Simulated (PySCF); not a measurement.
Vertical excitations of a molecule C3H2F4 from TDA-PBE/def2-SVPD (PySCF), as energy in eV (oscillator strength): 7.55 (0.018), 7.73 (0.010), 7.75 (0.000), 7.80 (0.391), 8.02 (0.030), 8.17 (0.002), 8.27 (0.004), 8.52 (0.000), 8.60 (0.004), 8.79 (0.032). Lowest triplet (TDA): 4.47 eV. Geometry optimised at ωB97X-D3(BJ)/def2-SVP. Other conformers were not sampled.

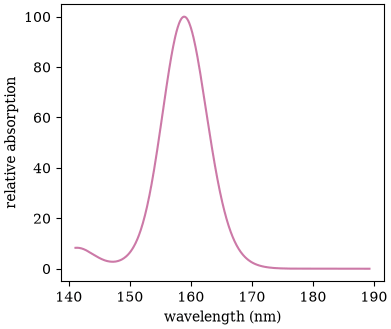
Figure. The lines broadened by 0.4 eV.

Task: Which structure fits?
A. F/C=C/C(F)(F)F
B. F/C=C(/F)C(F)F
C. FC1(F)CC1(F)F
D. C=C(F)C(F)(F)F

Result: A, F/C=C/C(F)(F)F
